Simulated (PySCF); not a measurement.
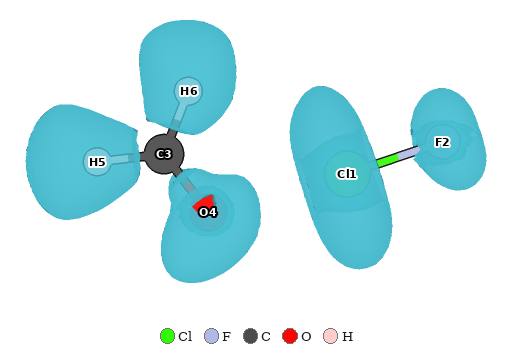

*ClF···CH2O. Isosurface of the electron localisation function at 0.75 (cyan), seen across its widest extent. Only the valence region is drawn (cores and ρ < 0.01 e/Å³ removed).*

Geometry: PBE0-D3(BJ)/def2-TZVPD.

All numbers below come from wB97M-D3(BJ)/def2-TZVPD, SCF density, gas phase (PySCF).

The calculation's input:

```
{"job": {"kind": "inter", "xc": "wB97M-D3(BJ)", "basis": "def2-TZVPD", "pairs": false}, "charge": 0, "multiplicity": 1, "parts": [{"atoms": "0-1", "charge": 0, "multiplicity": 1}, {"atoms": "2-5", "charge": 0, "multiplicity": 1}]}
Cl     0.522951     0.362220     0.272141
F     -0.368746    -0.895849    -0.317795
C      2.017149     1.907836     2.404178
O      1.808109     2.098898     1.236432
H      2.605617     2.628228     2.996836
H      1.630406     1.013052     2.921008
```

Command:

```sh
OMP_NUM_THREADS=1 python cluster_run.py task.json out
```

Identify the bonds, lone pairs and shells in this picture.

Answer. The ELF exceeds this value in two regions around hydrogen nuclei, one region on O in which the atom's valence shell and bonds are merged, one region wrapped around Cl (its lone pairs, merged into a ring or cap) and one region wrapped around F (its lone pairs, merged into a ring or cap).

Values along the shortest contacts:
Cl1···O4 (2.37 Å): the ELF dips to about 0.10 between them. C–O (1.20 Å): the ELF peaks at about 0.90 between the atoms (a short, multiple covalent bond).
